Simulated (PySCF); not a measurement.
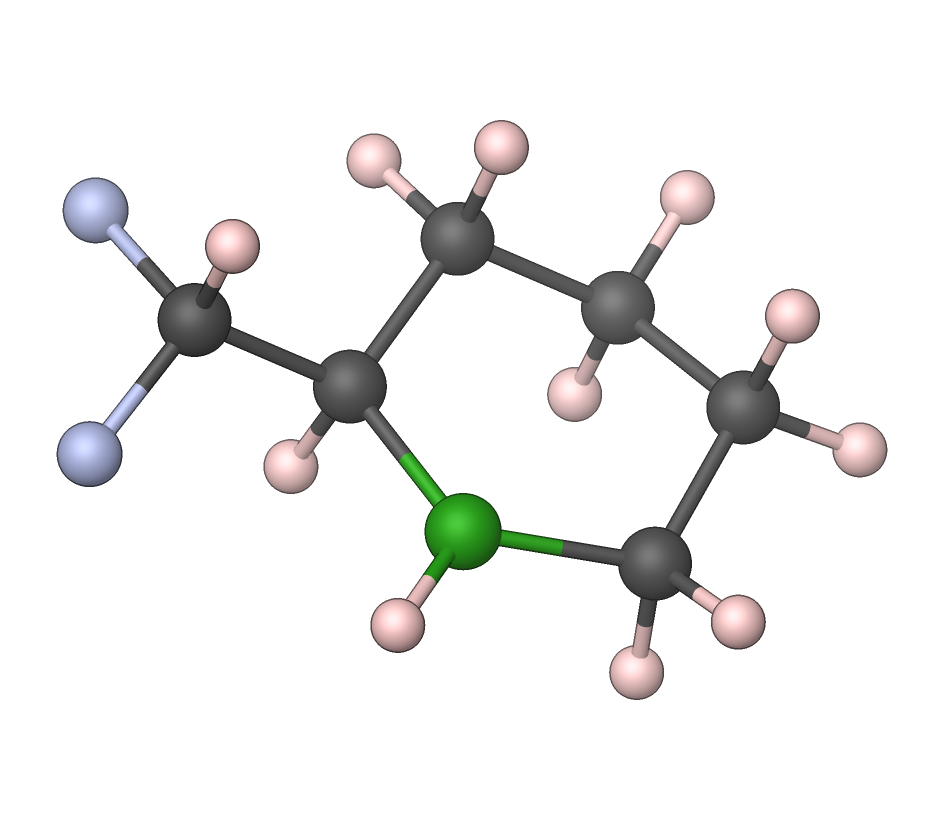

Every bond is drawn as one stick, whatever its order. Colours: fluorine light blue, carbon dark grey, boron green, hydrogen pink.

The geometry was computed by an optimisation with PBE0-D3(BJ)/def2-SVP. No frequency run is at hand to confirm it as a minimum.

Describe the molecule.

The molecule is C₆H₁₁BF₂. SMILES: `FC(F)[C@@H]1BCCCC1`. Independent rings (smallest set): 1 of 6 members. Among its groups: C–F bond, B–H bond. This geometry has C1 symmetry. Coordination: 6 C tetrahedral; 1 B trigonal planar.

More results for the same structure follow; atom numbers are the same in all pictures, views and colours differ.

### Shape

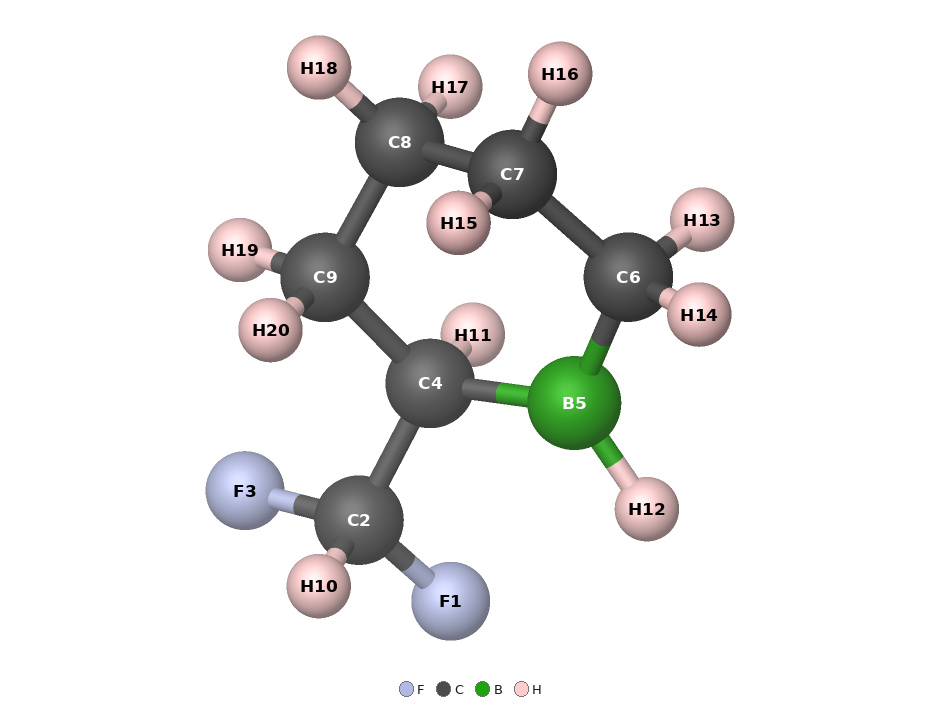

The atoms are numbered. No frequency run is at hand to confirm it as a minimum.

Give these bond angles: F1–C2–F3, F3–C2–C4, C4–B5–H12, C4–C9–H20, B5–C4–C9, B5–C4–H11, C6–C7–H15, C6–C7–H16, C7–C6–H13, C7–C8–H17, C7–C8–H18, C8–C7–H15.

```json
{"angle": "F1–C2–F3", "degrees": "107.0"}
{"angle": "F3–C2–C4", "degrees": "110.5"}
{"angle": "C4–B5–H12", "degrees": "120.3"}
{"angle": "C4–C9–H20", "degrees": "109.1"}
{"angle": "B5–C4–C9", "degrees": "114.3"}
{"angle": "B5–C4–H11", "degrees": "99.8"}
{"angle": "C6–C7–H15", "degrees": "109.0"}
{"angle": "C6–C7–H16", "degrees": "110.9"}
{"angle": "C7–C6–H13", "degrees": "109.9"}
{"angle": "C7–C8–H17", "degrees": "109.5"}
{"angle": "C7–C8–H18", "degrees": "109.9"}
{"angle": "C8–C7–H15", "degrees": "108.5"}
```

### Ring current

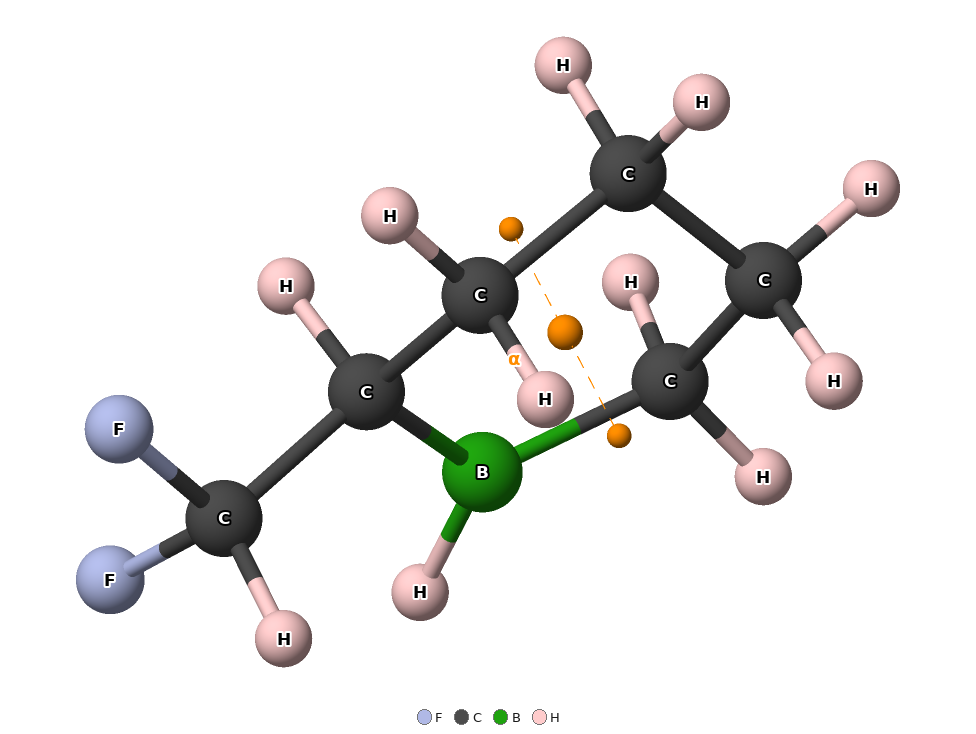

The small points mark where nucleus-independent chemical shifts (NICS) were computed: at the centre of each lettered ring and 1 Å above and below it. No frequency run is at hand to confirm it as a minimum. Method: GIAO B97-2/pcSseg-1 NMR shielding, non-relativistic, gas phase (PySCF 2.14.0).

Give NICS(0), NICS(1) and the out-of-plane component NICS(1)zz for each ring (means of the two sides).

```json
{"ring": "α", "members": "C5B", "NICS(0)": "1.2", "NICS(1)": "−1.2", "NICS(1)zz": "3.2"}
```

Values in ppm.

Question: What do the values say about the ring currents?

Answer: Ring α: weak, as in a non-aromatic ring. NICS is one index among several.

### Electronic properties

No frequency run is at hand to confirm it as a minimum. Properties computed with B97-2/pcSseg-1, gas phase (PySCF 2.14.0).

Computed properties:

- dipole moment: 2.55 D
- HOMO energy (Kohn–Sham orbital): −8.10 eV
- LUMO energy (Kohn–Sham orbital): −1.12 eV
- HOMO–LUMO gap: 6.98 eV

### NMR shielding

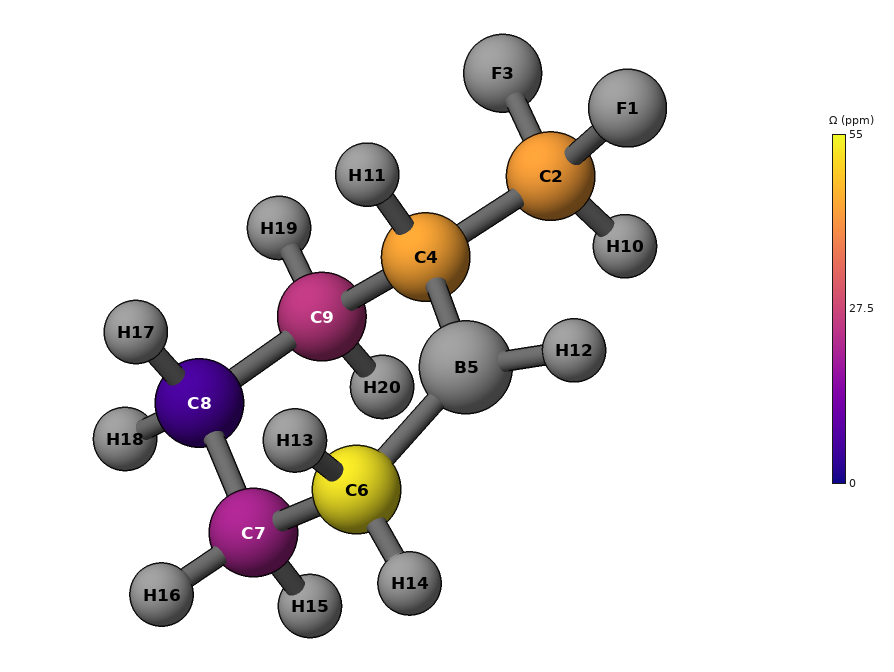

The C atoms are coloured by the span of their shielding tensor. No frequency run is at hand to confirm it as a minimum. Method: GIAO PBE0/pcSseg-1 NMR shielding, non-relativistic, gas phase (PySCF 2.14.0). Principal shieldings σ11 ≤ σ22 ≤ σ33, span Ω = σ33 − σ11, skew κ = 3(σiso − σ22)/Ω.

Question: Which C atom has the most anisotropic shielding?

Answer: C6, with a span of 53 ppm.

Give the shielding tensors of the C atoms.

```csv
atom,σ11,σ22,σ33,σiso,Ω,κ
C2,39.9,68.9,83.0,64.0,43.1,−0.35
C4,118.6,124.6,162.5,135.2,43.8,0.73
C6,129.5,153.9,182.4,155.3,52.8,0.08
C7,150.3,156.3,171.6,159.4,21.3,0.43
C8,152.9,155.6,159.7,156.1,6.8,0.20
C9,147.8,156.2,172.8,158.9,25.0,0.33
```

Shieldings and span in ppm.

### Polarisability

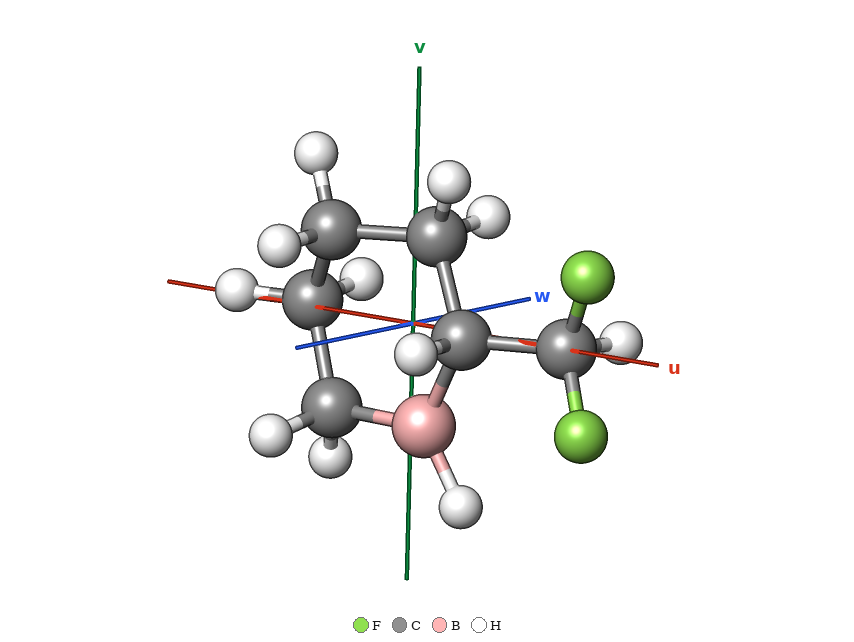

The lines u, v and w are the principal axes of the static dipole polarisability. No frequency run is at hand to confirm it as a minimum. Computed with PBE0/def2-SVPD (PySCF 2.14.0).

Question: Along which axis is the molecule most polarisable, and along which least?

Answer: Most along u, least along w.

Question: Give the three principal values.

Answer: u 93.0, v 86.0, w 71.5 bohr³; mean 83.5, anisotropy 19.0 bohr³.
